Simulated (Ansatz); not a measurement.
**CH₇AlClNSi: one species, many methods**

Aim: compute CH₇AlClNSi with functionals from several rungs and with coupled cluster. The yardstick is the atomisation energy at the CCSD(T) limit.

The runs use Ansatz 0.2.0, Gaussian basis; functionals in def2-TZVPP, the program's frozen cores in correlated methods.

Plan: PBE-D4, r2SCAN-D4, PBE0-D4, B3LYP-D4, ωB97X-V, ωB97M-V, B2PLYP; CCSD(T)/def2-TZVPP; MP2/def2-QZVPP; extrapolation to the limit.

**1. The relaxed structure**

An earlier PBE0-D4 in a triple-zeta def2 set relaxation fixed the geometry.

SMILES `[NH2][AlH][CH]([SiH3])Cl`, 12 atoms, charge 0, spin multiplicity 1.

Atoms are counted from 1 here; the program's logs count them from 0.

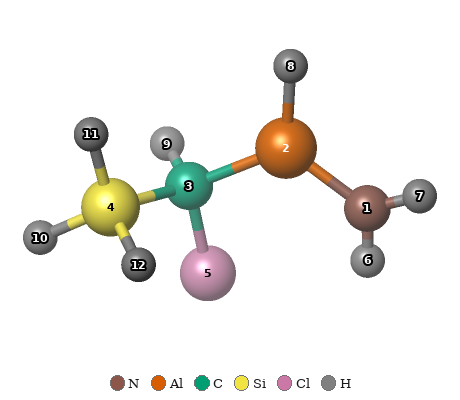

The geometry (nitrogen brown, aluminium orange, carbon teal, silicon yellow, chlorine pink, hydrogen grey); atoms are numbered from 1 in the order of the file.

**2. PBE-D4 (GGA)**

File in.yaml:

```yaml
crystal:
  periodic: [false, false, false]
  atoms:
    - {symbol: N, position_ang: [0.049706, 2.051073, 1.452498]}
    - {symbol: Al, position_ang: [-0.761215, 0.572083, 0.956353]}
    - {symbol: C, position_ang: [-0.387457, -0.129505, -0.845994]}
    - {symbol: Si, position_ang: [0.577131, -1.737277, -0.883798]}
    - {symbol: Cl, position_ang: [0.549465, 1.097517, -1.784639]}
    - {symbol: H, position_ang: [0.667614, 2.576098, 0.854318]}
    - {symbol: H, position_ang: [-0.042523, 2.495379, 2.350919]}
    - {symbol: H, position_ang: [-1.742743, -0.181765, 1.941571]}
    - {symbol: H, position_ang: [-1.328368, -0.282426, -1.385205]}
    - {symbol: H, position_ang: [0.850848, -2.177163, -2.275952]}
    - {symbol: H, position_ang: [-0.220901, -2.781633, -0.181431]}
    - {symbol: H, position_ang: [1.865443, -1.557780, -0.164540]}
basis:
  gaussian: {orbitals: def2-TZVPP}
hamiltonian: {xc: pbe, dispersion: d4}
output: {forces: true, orbitals: {seedname: orbitals}}
```

On the command line:

```console
ansatz run in.yaml --threads 4 --pin off --events-out ev --progress --plain --max-ram 10444MiB
```

After this run come: r2SCAN-D4 (meta-GGA); PBE0-D4 (hybrid); B3LYP-D4 (hybrid); ωB97X-V (range-separated); ωB97M-V (range-separated); B2PLYP (double hybrid); CCSD(T) in def2-TZVPP; MP2 in def2-QZVPP.

Before running them: what should the planned runs give, taken together? Wanted: atomisation energy, CCSD(T)/CBS; farthest; mean size of error, hybrid; mean size of error, range-separated; gap, smallest and largest; T1 diagnostic; triples share of the correlation energy.

**Answer**, as computed:

| quantity | value |
| --- | --- |
| atomisation energy, CCSD(T)/CBS | 3832.0 kJ/mol |
| functionals within 19.2 kJ/mol (0.5 %) | PBE-D4, r2SCAN-D4, B3LYP-D4, ωB97X-V, ωB97M-V |
| farthest | B2PLYP (-62.6 kJ/mol) |
| mean size of error, hybrid | 20.8 kJ/mol |
| mean size of error, range-separated | 13.8 kJ/mol |
| gap, smallest and largest | 4.72 eV (PBE-D4), 10.99 eV (ωB97X-V) |
| T1 diagnostic | 0.0114 |
| triples share of the correlation energy | 3.9 % |

**Reading.** PBE-D4 misses by +14.9 kJ/mol. Double hybrids carry the basis error of their MP2 part in triple zeta, and no dispersion term here, so their miss is partly the set-up's. The reference freezes the cores and leaves out relativity and excitations past (T), so misses under about 19.2 kJ/mol can't be ranked. Hartree-Fock recovers 72 % of the binding; the rest is correlation. Orbital gaps span 4.7 to 11.0 eV; exact exchange widens them.
